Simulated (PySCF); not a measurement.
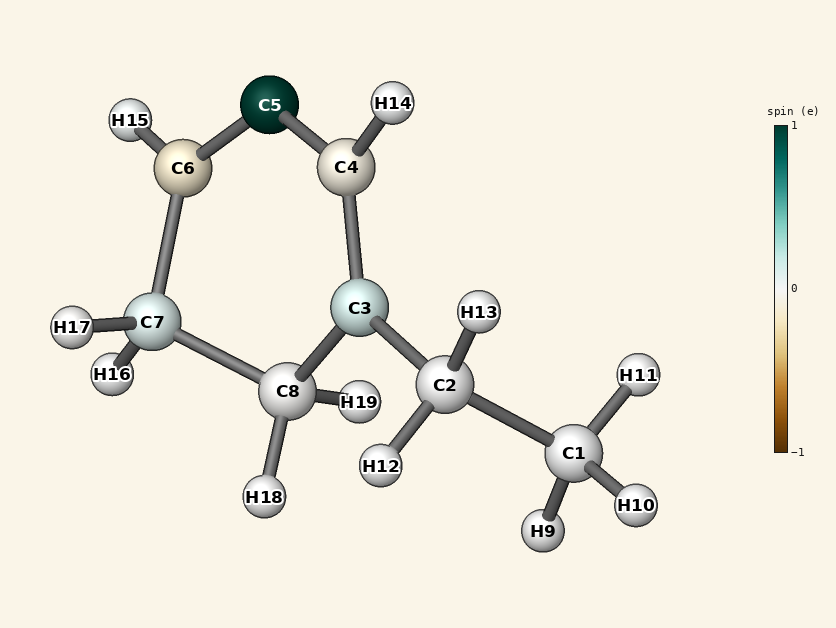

Atoms are coloured by their Mulliken spin populations. The species is neutral and a spin doublet. The geometry was computed by an optimisation with GFN2-xTB. No frequency run is at hand to confirm it as a minimum. Level of theory: UKS B3LYP, pcH-1 on C H, non-relativistic (PySCF 2.14.0).

Give the Mulliken spin populations atom by atom.

```tsv
atom	value (e)
C1	0.01
C2	0.00
C3	0.13
C4	−0.08
C5	0.99
C6	−0.16
C7	0.09
C8	−0.01
H9	0.00
H10	0.00
H11	0.00
H12	0.00
H13	0.00
H14	0.01
H15	0.03
H16	0.00
H17	−0.01
H18	0.00
H19	0.00
```

Mulliken values depend strongly on the basis set.
